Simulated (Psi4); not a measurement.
**UM06-2X/def2-SVP (density fitting with cc-pvtz-jkfit, sweep point 4) run of BHSCl (SMILES S[B]Cl)**

What is the vertical doublet–quartet gap of BHSCl at UM06-2X/def2-SVP (density fitting with cc-pvtz-jkfit, sweep point 4)? Input form: a Python script.

Program for the calculation: Psi4 1.11.

2 further runs of the same task are left out: 2 set aside as unsound or not needed.

### 1 The molecule

The species is BHSCl (4 atoms), meant as a doublet with charge 0. SMILES: `S[B]Cl`. The coordinates come from a PBE0-D4/def2-TZVP relaxation.

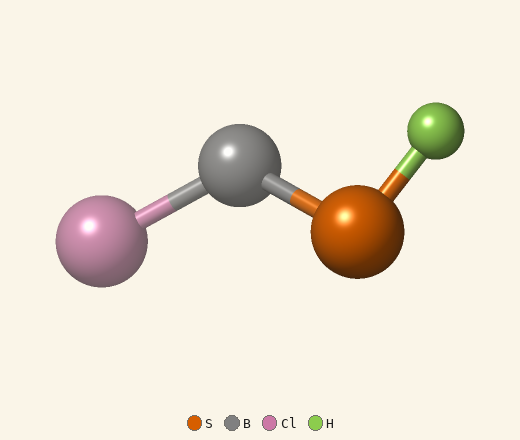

The structure, seen from a chosen angle (sulfur orange, boron grey, chlorine pink, hydrogen green).

### 2 A single-point energy at UM06-2X/def2-SVP (density fitting with cc-pvtz-jkfit, sweep point 4)

job.py reads:

```python
import psi4

psi4.set_memory('1600 MB')
psi4.set_num_threads(1)
psi4.core.set_output_file('output.dat', False)

geom = psi4.geometry("""
0 2
S      1.07034088    -1.49118288     1.00420046
B     -0.56616195     0.89894272    -0.65346729
Cl    -3.80609739     1.16407129    -0.80747997
H      3.40698723    -0.68578161     0.41838536
units au
symmetry c1
""")

psi4.set_options({
    'basis': 'def2-SVP',
    'reference': 'uks',
    'puream': True,
    'scf_type': 'df',
    'dft_radial_points': 99,
    'dft_spherical_points': 590,
    'df_basis_scf': 'cc-pvtz-jkfit',
    'maxiter': 150,
})

e_tot = psi4.energy("m06-2x")
print(f'm06-2x energy: {e_tot:.10f} Eh')
```

The run is started by

```console
$ python job.py
```

output.dat:

```text
[...]
  Running in c1 symmetry.
[...]
  Nuclear repulsion =  106.345080281420010
[...]
  Multiplicity = 2
[...]
  Nalpha       = 20
  Nbeta        = 19
[...]
    Number of basis functions: 55
[...]
   @DF-UKS iter   1:  -883.47849468880304   -1.39829e-01   3.81978e-03 DIIS/ADIIS
[...]
   @DF-UKS iter  10:  -883.50963090854839   -1.05565e-08   2.38543e-07 DIIS
[...]
   @S^2 Observed:                7.558490811E-01
[...]
    Orbital Energies [Eh]
    ---------------------
    Alpha Occupied:
       1A   -102.651393     2A    -89.921908     3A     -9.822257
       4A     -8.287729     5A     -7.547685     6A     -7.543746
       7A     -7.543685     8A     -7.142880     9A     -6.210181
      10A     -6.208695    11A     -6.205602    12A     -0.951898
      13A     -0.848839    14A     -0.571490    15A     -0.497195
      16A     -0.448948    17A     -0.433147    18A     -0.417561
      19A     -0.348186    20A     -0.255170
    Alpha Virtual:
      21A     -0.014469    22A      0.059980    23A      0.155124
      24A      0.181411    25A      0.214178    26A      0.287400
[...]
  @DF-UKS Final Energy:  -883.50963090854839
   => Energetics <=
    Nuclear Repulsion Energy =            106.3450802814200102
    One-Electron Energy =               -1429.9601889179689351
    Two-Electron Energy =                 467.7505723357130023
    DFT Exchange-Correlation Energy =     -27.6450946077125117
    Empirical Dispersion Energy =           0.0000000000000000
    VV10 Nonlocal Energy =                  0.0000000000000000
    Total Energy =                       -883.5096309085483881
[...]
 Multipole Moments:
 ------------------------------------------------------------------------------------
     Multipole            Electronic (a.u.)      Nuclear  (a.u.)        Total (a.u.)
 ------------------------------------------------------------------------------------
 L = 1.  Multiply by 2.5417464519 to convert [e a0] to [Debye]
 Dipole X            :         -2.7626021            3.2177625            0.4551604
 Dipole Y            :          1.2807957           -1.3650286           -0.0842329
 Dipole Z            :         -0.8702592            0.9249063            0.0546471
 Magnitude           :                                                    0.4661035
[...]
```

On the terminal:

```text
m06-2x energy: -883.5096309085 Eh
```

Run time: 8.1 s. Hardware: 1 thread of AMD EPYC 9R45 (Zen 5), shared host; peak memory 0.93 GiB.

### 3 The quartet, same level

calc.py reads:

```python
import psi4

psi4.set_memory(1600000000)
psi4.set_num_threads(1)
psi4.set_output_file('run.log', False)

m = psi4.geometry("""
0 4
S      1.07034088    -1.49118288     1.00420046
B     -0.56616195     0.89894272    -0.65346729
Cl    -3.80609739     1.16407129    -0.80747997
H      3.40698723    -0.68578161     0.41838536
units bohr
symmetry c1
""")

psi4.set_options({
    'basis': 'def2-SVP',
    'reference': 'uks',
    'puream': True,
    'scf_type': 'df',
    'dft_radial_points': 99,
    'dft_spherical_points': 590,
    'df_basis_scf': 'cc-pvtz-jkfit',
    'maxiter': 150,
})

energy_value = psi4.energy("m06-2x", molecule=m)
print(f'm06-2x energy: {energy_value:.10f} Eh')
```

The run is started by

```console
$ python calc.py
```

run.log:

```text
[...]
  Running in c1 symmetry.
[...]
  Nuclear repulsion =  106.345080281420010
[...]
  Multiplicity = 4
[...]
  Nalpha       = 21
  Nbeta        = 18
[...]
    Number of basis functions: 55
[...]
   @DF-UKS iter   1:  -883.24811839084327    9.05477e-02   5.27458e-03 ADIIS/DIIS
[...]
   @DF-UKS iter  10:  -883.31744082709690   -4.51629e-08   8.87174e-07 DIIS
[...]
   @S^2 Observed:                3.758405647E+00
[...]
    Orbital Energies [Eh]
    ---------------------
    Alpha Occupied:
       1A   -102.615937     2A    -90.021811     3A     -9.785194
       4A     -8.381984     5A     -7.510068     6A     -7.509495
       7A     -7.507072     8A     -7.052277     9A     -6.314496
      10A     -6.302274    11A     -6.299502    12A     -0.940176
      13A     -0.905271    14A     -0.596753    15A     -0.523193
      16A     -0.471987    17A     -0.469093    18A     -0.394413
      19A     -0.391069    20A     -0.229032    21A     -0.153076
    Alpha Virtual:
      22A      0.017382    23A      0.144251    24A      0.179955
      25A      0.217175    26A      0.307117    27A      0.337406
[...]
  @DF-UKS Final Energy:  -883.31744082709690
   => Energetics <=
    Nuclear Repulsion Energy =            106.3450802814200102
    One-Electron Energy =               -1429.3210533388635213
    Two-Electron Energy =                 467.2993021339459574
    DFT Exchange-Correlation Energy =     -27.6407699035993346
    Empirical Dispersion Energy =           0.0000000000000000
    VV10 Nonlocal Energy =                  0.0000000000000000
    Total Energy =                       -883.3174408270969025
[...]
 Multipole Moments:
 ------------------------------------------------------------------------------------
     Multipole            Electronic (a.u.)      Nuclear  (a.u.)        Total (a.u.)
 ------------------------------------------------------------------------------------
 L = 1.  Multiply by 2.5417464519 to convert [e a0] to [Debye]
 Dipole X            :         -1.9673087            3.2177625            1.2504537
 Dipole Y            :          0.2900279           -1.3650286           -1.0750008
 Dipole Z            :         -0.1841157            0.9249063            0.7407905
 Magnitude           :                                                    1.8077698
[...]
```

Standard output:

```text
m06-2x energy: -883.3174408271 Eh
```

It took 8.1 s on 1 thread of AMD EPYC 9R45 (Zen 5), shared host; peak memory 0.93 GiB.

### 4 Outcome

At UM06-2X/def2-SVP (density fitting with cc-pvtz-jkfit, sweep point 4):

| quantity | value |
| --- | --- |
| doublet: total energy | -883.50963 Eh |
| doublet: dipole moment | 1.18 D |
| doublet: HOMO energy (highest over α and β) | -6.94 eV |
| doublet: LUMO energy (lowest over α and β) | -1.00 eV |
| doublet: ⟨S²⟩ | 0.756 |
| quartet: total energy | -883.31744 Eh |
| quartet: dipole moment | 4.59 D |
| quartet: HOMO energy (highest over α and β) | -4.17 eV |
| quartet: ⟨S²⟩ | 3.758 |
| vertical energy of the quartet above the doublet | 5.230 eV |

At this shape the quartet lies 5.23 eV (121 kcal/mol) above the doublet.
